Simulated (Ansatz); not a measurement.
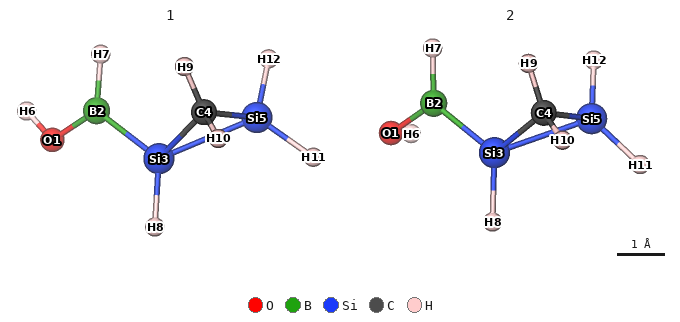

Two geometries of CH₇BOSi₂, drawn at one scale. One is the start of a relaxation, the other its converged end. The picture is a ball-and-stick view, seen at a tilt.

Computed with Ansatz 0.2.0, RKS PBE-D4/def2-SVP. (no spin polarisation; force threshold 0.015 eV/Å; at most 40 steps)

Which geometry has the lower energy?

Answer. Structure 1 is the relaxed one. The run prepares an end point of a later path (torsion) calculation, from a guessed geometry. H6 moves most after the best rigid fit: 1.12 Å. Largest moves by element: H 1.12 Å, B 0.30 Å, Si 0.21 Å, O 0.21 Å, C 0.02 Å. Some distances before and after: Si3–C4 1.827 → 1.939 Å, O1–H6 1.051 → 0.976 Å, B2–Si3 1.937 → 1.994 Å, C4–H10 1.050 → 1.105 Å. Bond angles that change, for instance: H11–Si5–H12 126.9° → 113.7°, H9–C4–H10 123.5° → 111.7°, Si5–C4–H9 109.3° → 118.4°. Groups turn about O1–B2 by about 85°. The energy falls by 1.201 eV in 11 geometry steps. Largest force component: 2.4 eV/Å at the start, 0.011 eV/Å at the end. Cost: 30 s on 2 threads of Intel(R) Xeon(R) 6975P-C (Granite Rapids), with other jobs on the host, peak memory 0.17 GiB.
